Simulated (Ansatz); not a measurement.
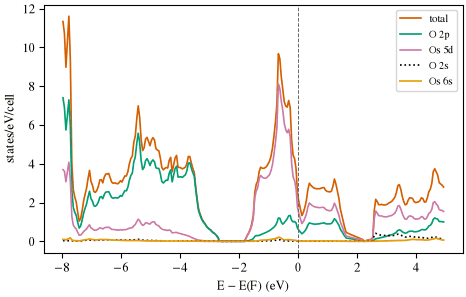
Figure: Total and projected density of states of OsO$_{2}$ (rutile, P4_2/mnm), DFT-PBEsol in the program Ansatz with PAW potentials

**Question.** Which orbitals carry the states next to the Fermi level?

**Answer.** Within 0.5 eV of the Fermi level: Os 5d 76 %, O 2p 21 %. Projections are on Löwdin-orthogonalised atomic valence shells; empty p or d shells of many metals are not among them.

The workflow started from an entry of the Crystallography Open Database (COD). Its standing as an ambient phase is unchecked. The cell was relaxed with PBEsol under the symmetry of its start; its stability against distortions is not shown here. No spin polarisation was allowed. Spin–orbit coupling is left out wherever it is not named.

Potentials: the later of the program's two PAW sets.
